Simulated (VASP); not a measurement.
Band structure of CrO2 (rutile). Calculation: vdW-DF-cx, VASP's PBE PAW potentials (set 64) (plane waves; VASP 6.6.1).

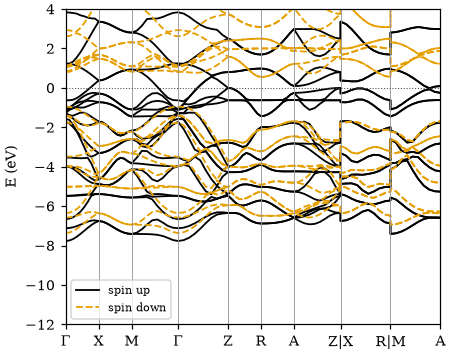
*Bands along high-symmetry lines, zero at the valence-band maximum or, without a gap, the Fermi level*

Read the plot: is there a gap, and where are the band edges?

It has no gap at this level: it comes out as a metal or semimetal. (Edges off the drawn lines would not show.)

The compound is CrO2 in the rutile structure. It was relaxed first.
